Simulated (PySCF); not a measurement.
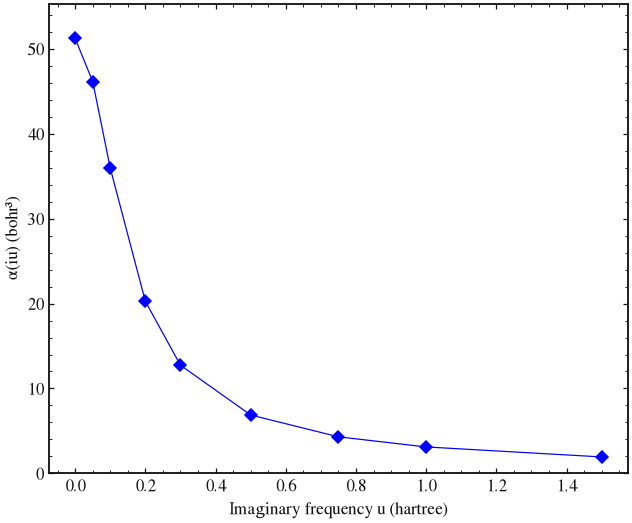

Dipole polarisability at imaginary frequency of an atom or ion with 21 electrons in the configuration [Ar] 3d² 4s. Coupled response at the PBE0 level; PySCF, aug-cc-pwCVTZ, non-relativistic, unrestricted single determinants, no spin-orbit coupling.

Which species is it, and what does the curve give?

Answer. Ti⁺ (titanium, Z = 22). The static dipole polarisability is 51.2 bohr³; α(iu) falls to half of it near u = 0.16 hartree. The Casimir–Polder integral gives C₆ = 329 hartree bohr⁶ for two such species.
